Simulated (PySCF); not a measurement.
Consider C7H11S (doublet).

Input file:

```
{"job": {"kind": "epr", "basis": "pcH-1"}, "charge": 0, "multiplicity": 2}
C      3.003204     0.735869    -0.487877
S      1.540005     1.333819    -1.381685
C      0.391006    -0.050727    -1.080437
C     -0.146373    -0.076151     0.334954
C     -1.297244    -1.071325     0.618756
C     -2.197411     0.103257     1.038349
C     -2.306919     1.079293    -0.032852
C     -1.071636     1.092315     0.731906
H      3.803115     1.437056    -0.700497
H      2.808899     0.714573     0.580385
H      3.268894    -0.253493    -0.850068
H     -0.418697     0.100163    -1.793597
H      0.916004    -0.976602    -1.322983
H      0.672291    -0.195695     1.046812
H     -1.651681    -1.634002    -0.244872
H     -1.079047    -1.761284     1.430848
H     -2.878659     0.049167     1.872955
H     -2.648330     1.156948    -1.037589
H     -0.717225     1.957244     1.270031
```

Launched as:

```sh
OMP_NUM_THREADS=1 python probes_run.py task.json out
```

Geometry: GFN2-xTB.

All numbers below come from UKS B3LYP, pcH-1 on C H S, non-relativistic, mean-field spin-orbit, GIAO (PySCF).

> Predict the electron density, electron localisation function and spin density between the atoms.

C–H (1.08 Å): ρ is about 1.7 e/Å³ halfway; the ELF is about 1 at the midpoint: a covalent bond by its length.
C–C (1.54 Å): the density is about 1.7 e/Å³ at the midpoint; the ELF peaks at about 0.95 between the atoms; a covalent bond.
The unpaired spin (1 electron) lies mostly on C7 (about 0.7) and C6 (about 0.1), in electrons by Hirshfeld's partition.

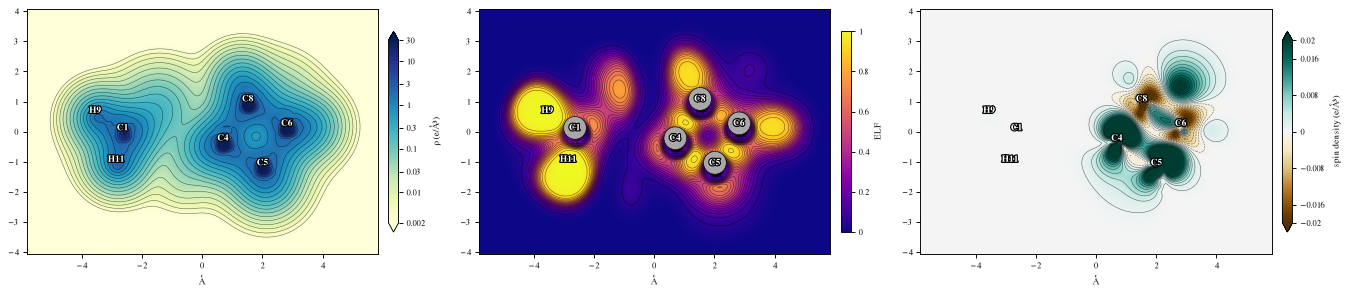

Computed electron density, electron localisation function and spin density on the plane of atoms C4, C8 and C6, in this order. Grey discs cover the atomic cores in the ELF map. 
